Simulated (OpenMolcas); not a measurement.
# CH5FOSi: single-point calculation (part 2 of 3)

CH5FOSi, SMILES C[SiH](O)F; CASSCF/ANO-R1, sfX2C (OpenMolcas 26.06). The geometry comes from this level: PBE0-D4/def2-TZVP.

Geometry of the input (Å):
```
C  -1.0592  0.3827  0.2021
Si 0.5987  -0.0594  -0.4917
O  1.6998  -0.4260  0.6588
F  0.3861  -1.3192  -1.4572
H  -1.7593  0.6242  -0.6015
H  -0.9821  1.2517  0.8601
H  -1.4840  -0.4450  0.7767
H  1.2140  1.0180  -1.2926
H  1.4746  -1.0731  1.3282
```

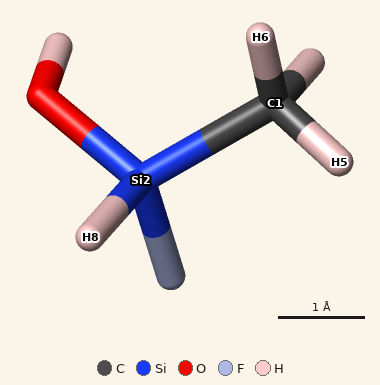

Figure 1. The structure (stick view, seen at a tilt; atoms are numbered from 1 in the order of the input).

### What the program printed, continued
```
      LoProp population analysis for root number:  1
      -----------------------------------------------

++    LoProp analysis:
      ----------------

++    Static properties:
      ------------------

      LoProp Charges per center

                   C1       SI2      O3       F4       H5       H6       H7       H8       H9
      Nuclear      6.0000  14.0000   8.0000   9.0000   1.0000   1.0000   1.0000   1.0000   1.0000
      Electronic  -6.9439 -13.0960  -8.4681  -9.2808  -0.7661  -0.7723  -0.7853  -1.1500  -0.7373

      Total       -0.9439   0.9040  -0.4681  -0.2808   0.2339   0.2277   0.2147  -0.1500   0.2627
--

      Natural Bond Order analysis for root number:  1

++    Natural Bond Order analysis
      ---------------------------
      Based on LoProp computed density
      -------------------------------------------------------------------------------------
      Atom A       Atom B       Bond Order
      -------------------------------------------------------------------------------------
      NBO located      0.997 non-bonded electrons on atom C1
      NBO located      0.994 non-bonded electrons on atom SI2
      NBO located      1.000 non-bonded electrons on atom SI2
      NBO located      0.998 non-bonded electrons on atom SI2
      NBO located      0.998 non-bonded electrons on atom SI2
      NBO located      0.999 non-bonded electrons on atom SI2
      NBO located      0.999 non-bonded electrons on atom O3
      NBO located      0.999 non-bonded electrons on atom F4
      NBO located      0.981 non-bonded electrons on atom F4
      The remaining   13.484 electrons are to be considered as diffuse
--

--

      Average orbitals are written to the RASORB file
      Natural orbitals for root   1 are written to the RASORB.1 file
      Spin density orbitals for root   1 are written to the SPDORB.1 file

--- Stop Module: rasscf /rc=_RC_ALL_IS_WELL_ ---
--- Module rasscf spent 1 second ---

>>> COPY step2.RunFile RUNFIL1

>>> COPY step2.RasOrb INPORB

--- Start Module: gateway ---

                                              &GATEWAY

                       available to each process: 1.9 GB of memory, 1 thread

++    Symmetry information:
      ---------------------

                    Character Table for C1

                             E
                    a        1  x, y, xy, Rz, z, xz, Ry, yz, Rx, I
--

++    Basis set information:
      ----------------------

      Basis set label: C.ANO-R...3S2P1D.

      Electronic valence basis set:
      ------------------
      Associated Effective Charge   6.000000 au
      Associated Actual Charge      6.000000 au
      Nuclear Model: Finite nucleus - Gaussian distribution
        Gaussian exponent, Xi/bohr**(-2):  6.80775E+08

      Shell  nPrim  nBasis  Cartesian Spherical Contaminant
         s      12       3        X
         p       7       2        X
         d       3       1                 X

      Basis set label: SI.ANO-R...4S3P1D.

      Electronic valence basis set:
      ------------------
      Associated Effective Charge  14.000000 au
      Associated Actual Charge     14.000000 au
      Nuclear Model: Finite nucleus - Gaussian distribution
        Gaussian exponent, Xi/bohr**(-2):  4.34677E+08

      Shell  nPrim  nBasis  Cartesian Spherical Contaminant
         s      16       4        X
         p      11       3        X
         d       7       1                 X

      Basis set label: O.ANO-R...3S2P1D.

      Electronic valence basis set:
      ------------------
      Associated Effective Charge   8.000000 au
      Associated Actual Charge      8.000000 au
      Nuclear Model: Finite nucleus - Gaussian distribution
        Gaussian exponent, Xi/bohr**(-2):  5.86314E+08

      Shell  nPrim  nBasis  Cartesian Spherical Contaminant
         s      13       3        X
         p       8       2        X
         d       4       1                 X

      Basis set label: F.ANO-R...3S2P1D.

      Electronic valence basis set:
      ------------------
      Associated Effective Charge   9.000000 au
      Associated Actual Charge      9.000000 au
      Nuclear Model: Finite nucleus - Gaussian distribution
        Gaussian exponent, Xi/bohr**(-2):  5.35469E+08

      Shell  nPrim  nBasis  Cartesian Spherical Contaminant
         s      13       3        X
         p       8       2        X
         d       4       1                 X

      Basis set label: H.ANO-R...2S1P.

      Electronic valence basis set:
      ------------------
      Associated Effective Charge   1.000000 au
      Associated Actual Charge      1.000000 au
      Nuclear Model: Finite nucleus - Gaussian distribution
        Gaussian exponent, Xi/bohr**(-2):  2.12482E+09

      Shell  nPrim  nBasis  Cartesian Spherical Contaminant
         s       7       2        X
         p       4       1        X
--

++    Molecular structure info:
      -------------------------

                    ************************************************
                    **** Cartesian Coordinates / bohr, angstrom ****
                    ************************************************

     Center  Label                x              y              z                     x              y              z
        1      C1              -2.001598       0.723198       0.381914             -1.059200       0.382700       0.202100
        2      SI2              1.131379      -0.112250      -0.929178              0.598700      -0.059400      -0.491700
        3      O3               3.212156      -0.805023       1.244952              1.699800      -0.426000       0.658800
        4      F4               0.729623      -2.492927      -2.753709              0.386100      -1.319200      -1.457200
        5      H5              -3.324595       1.179567      -1.136670             -1.759300       0.624200      -0.601500
        6      H6              -1.855900       2.365370       1.625353             -0.982100       1.251700       0.860100
        7      H7              -2.804354      -0.840928       1.467750             -1.484000      -0.445000       0.776700
        8      H8               2.294128       1.923741      -2.442660              1.214000       1.018000      -1.292600
        9      H9               2.786590      -2.027865       2.509934              1.474600      -1.073100       1.328200

                    ***************************************
                    *    InterNuclear Distances / bohr    *
                    ***************************************

               1 C1            2 SI2           3 O3            4 F4            5 H5            6 H6
    1 C1       0.000000
    2 SI2      3.497496        0.000000
    3 O3       5.501230        3.088108        0.000000
    4 F4       5.256915        3.026209        5.000127        0.000000
    5 H5       2.065113        4.644088        7.234628        5.704271        0.000000
    6 H6       2.064970        4.646296        5.990100        7.033077        3.345440        0.000000
    7 H7       2.066385        4.665429        6.020741        5.747940        3.337073        3.347350
    8 H8       5.279467        2.790676        4.678398        4.695890        5.816309        5.828078
    9 H9       5.918071        4.270457        1.810146        5.670391        7.805891        6.452574

               7 H7            8 H8            9 H9
    7 H7       0.000000
    8 H8       6.994942        0.000000
    9 H9       5.809786        6.354990        0.000000

                    *******************************************
                    *    InterNuclear Distances / angstrom    *
                    *******************************************

               1 C1            2 SI2           3 O3            4 F4            5 H5            6 H6
    1 C1       0.000000
    2 SI2      1.850795        0.000000
    3 O3       2.911125        1.634156        0.000000
    4 F4       2.781840        1.601401        2.645954        0.000000
    5 H5       1.092811        2.457545        3.828400        3.018570        0.000000
    6 H6       1.092735        2.458714        3.169824        3.721744        1.770331        0.000000
    7 H7       1.093484        2.468839        3.186039        3.041679        1.765903        1.771341
    8 H8       2.793774        1.476762        2.475702        2.484958        3.077858        3.084086
    9 H9       3.131708        2.259828        0.957888        3.000642        4.130700        3.414555

               7 H7            8 H8            9 H9
    7 H7       0.000000
    8 H8       3.701564        0.000000
    9 H9       3.074407        3.362916        0.000000

                    **************************************
                    *    Valence Bond Angles / degree    *
                    **************************************
                          Atom centers                 Phi
                      5 H5       1 C1       6 H6       108.20
                      5 H5       1 C1       7 H7       107.75
                      6 H6       1 C1       7 H7       108.24
--

            Nuclear Potential Energy            183.33019616 au

--- Stop Module: gateway /rc=_RC_ALL_IS_WELL_ ---
--- Module gateway spent 1 second ---

--- Start Module: seward ---

                                              &SEWARD

                       available to each process: 1.9 GB of memory, 1 thread

               SEWARD will generate:
                  Multipole Moment integrals up to order  2
                  Kinetic Energy integrals
                  Nuclear Attraction integrals (finite nuclei - Gaussian type)
                  One-Electron Hamiltonian integrals
                  Velocity integrals
                  Relativistic X2C integrals
                  Orbital angular momentum around (  0.8742  -0.6509  -0.6471 )
                  Velocity quadrupole around (  0.8742  -0.6509  -0.6471 )
                  Atomic mean-field integrals
                  RI decomposed two-electron repulsion integrals stored Cholesky style
                   - acCD auxiliary basis
                   - CD Threshold:   1.00E-04

                   Integrals are discarded if absolute value <: 1.00E-14
                   Integral cutoff threshold is set to       <: 1.00E-16

            Nuclear Potential Energy            183.33019616 au

      Basis set specifications :
      Symmetry species         a
      Basis functions           85

--- Stop Module: seward /rc=_RC_ALL_IS_WELL_ ---
--- Module seward spent 3 seconds ---

>>> COPY step2.RunFile RUNFIL2

--- Start Module: expbas ---

                                              &EXPBAS

                       available to each process: 1.9 GB of memory, 1 thread

 Header on input orbitals file:
* RASSCF average (pseudo-natural) orbitals

 Information from input runfile
           Number of symmetries    1
      Number of basis functions   29

 Information from expanded basis set runfile
           Number of symmetries    1
      Number of basis functions   85
 New orbitals have been built in file EXPORB
--- Stop Module: expbas /rc=_RC_ALL_IS_WELL_ ---

--- Start Module: rasscf ---

                                              &RASSCF

                       available to each process: 1.9 GB of memory, 1 thread

      Header of the ONEINT file:
      --------------------------

      OrdInt status: non-squared

      Cartesian coordinates in angstrom:
      -----------------------------------------------------
      No.  Label        X            Y            Z
      -----------------------------------------------------
       1   C1        -1.05920000   0.38270000   0.20210000
       2   SI2        0.59870000  -0.05940000  -0.49170000
       3   O3         1.69980000  -0.42600000   0.65880000
       4   F4         0.38610000  -1.31920000  -1.45720000
       5   H5        -1.75930000   0.62420000  -0.60150000
       6   H6        -0.98210000   1.25170000   0.86010000
       7   H7        -1.48400000  -0.44500000   0.77670000
       8   H8         1.21400000   1.01800000  -1.29260000
       9   H9         1.47460000  -1.07310000   1.32820000
      -----------------------------------------------------
      Nuclear repulsion energy =  183.33019616

++    Wave function specifications:
      -----------------------------

      Number of closed shell electrons          40
      Number of electrons in active shells       2
      Max number of holes in RAS1 space          0
      Max nr of electrons in RAS3 space          0
      Number of inactive orbitals               20
      Number of active orbitals                  2
      Number of secondary orbitals              63
      Spin quantum number                      0.0
      State symmetry                             1
--

++    Orbital specifications:
      -----------------------

      Symmetry species                           1
                                                 a
      Frozen orbitals                            0
      Inactive orbitals                         20
      Active orbitals                            2
      RAS1 orbitals                              0
      RAS2 orbitals                              2
      RAS3 orbitals                              0
      Secondary orbitals                        63
      Deleted orbitals                           0
      Number of basis functions                 85
--

++    CI expansion specifications:
      ----------------------------

      Number of CSFs                             3
      Number of spin combinations                3
      Number of determinants                     4
      Number of root(s) required                 1
      Root chosen for geometry opt.              1
      CI root used                               1

      highest root included in the CI            1
      max. size of the explicit Hamiltonian      3
--

++    Optimization specifications:
      ----------------------------

      RASSCF algorithm: LK RI/DF
      Maximum number of macro iterations       200
      Maximum number of SX iterations          100
      Threshold for RASSCF energy            1.000E-08
      Threshold for max MO rotation          1.000E-01
      Threshold for max BLB element          1.000E-04
      Level shift parameter                  5.000E-01
      Make Quasi-Newton update
--

      The MO-coefficients are taken from the file:
      step2.ExpOrb
      Title:Basis set expanded orbital file EXPORB

      Total molecular charge    0.00

      ************************************************************************************************************************
      *                                            Wave function control section                                             *
      ************************************************************************************************************************

                                         RASSCF iterations: Energy and convergence statistics
                                         ----------------------------------------------------

          iter iter root      energy       change     param      element    value   shift minimum  type update hh:mm:ss
 Nr of preliminary CI iterations:   1
        1   1   14    1  -504.10319259    0.00E+00  -7.55E-02   21  82 1 -2.97E-01*  0.00   0.00    SX    NO    0:00:00
        2   1  101    1  -504.83603952   -7.33E-01*  1.03E-01*  21  82 1 -1.33E-01*  0.00   0.00    SX    NO    0:00:00
        3   1   27    1  -504.97476826   -1.39E-01* -8.80E-02   19  50 1 -4.81E-02*  0.00   0.00    SX    NO    0:00:00
        4   1   19    1  -504.99748874   -2.27E-02* -5.02E-02   21  82 1 -2.50E-02*  0.00   0.00    SX    NO    0:00:00
        5   1   20    1  -505.00069253   -3.20E-03* -4.25E-02   19  50 1 -1.58E-02*  0.00   1.03    QN   YES    0:00:00
        6   1   20    1  -505.00200025   -1.31E-03* -2.07E-02   15  58 1  4.01E-03*  0.00   1.26    QN   YES    0:00:00
        7   1   19    1  -505.00223009   -2.30E-04*  2.52E-02   19  50 1 -2.60E-03*  0.00   1.39    QN   YES    0:00:00
        8   1   19    1  -505.00235591   -1.26E-04* -7.68E-03   19  50 1  2.09E-03*  0.00   1.02    QN   YES    0:00:00
        9   1   18    1  -505.00239055   -3.46E-05* -1.09E-02   15  58 1 -6.43E-04*  0.00   2.50    LS   YES    0:00:00
       10   1   18    1  -505.00240555   -1.50E-05* -4.08E-03   21  85 1  9.74E-04*  0.00   0.87    QN   YES    0:00:00
       11   1   17    1  -505.00241538   -9.83E-06* -3.60E-03   21  85 1  3.96E-04*  0.00   1.90    LS   YES    0:00:00
       12   1   16    1  -505.00241808   -2.70E-06*  2.44E-03   15  58 1  5.08E-04*  0.00   0.97    QN   YES    0:00:00
       13   1   15    1  -505.00242073   -2.65E-06*  1.28E-03   10  22 1  1.48E-04*  0.00   1.53    LS   YES    0:00:00
       14   1   14    1  -505.00242115   -4.16E-07* -9.05E-04   19  25 1  1.29E-04*  0.00   1.08    QN   YES    0:00:00
       15   1   14    1  -505.00242153   -3.88E-07* -6.72E-04   10  22 1  5.55E-05   0.00   1.74    LS   YES    0:00:00
       16   1   13    1  -505.00242161   -8.04E-08* -4.97E-04    3  22 1  7.45E-05   0.00   0.95    QN   YES    0:00:00
       17   1   13    1  -505.00242171   -9.22E-08* -4.27E-04   19  25 1 -2.37E-05   0.00   1.45    QN   YES    0:00:00
       18   1   11    1  -505.00242174   -3.22E-08*  1.00E-04   21  53 1  1.50E-05   0.00   1.20    QN   YES    0:00:00
       19   1    7    1  -505.00242174   -3.56E-09  -1.71E-05   11  24 1 -5.77E-06   0.00   1.15    QN   YES    0:00:00
      Convergence after 19 iterations
       20   1    7    1  -505.00242174   -2.93E-10  -1.71E-05   11  30 1 -1.20E-06   0.00   1.15    QN   YES    0:00:00

      ************************************************************************************************************************
                                                      Wave function printout:
                       occupation of active orbitals, and spin coupling of open shells (u,d: Spin up or down)
      ************************************************************************************************************************

      Note: transformation to natural orbitals
      has been made, which may change the order of the CSFs.
```
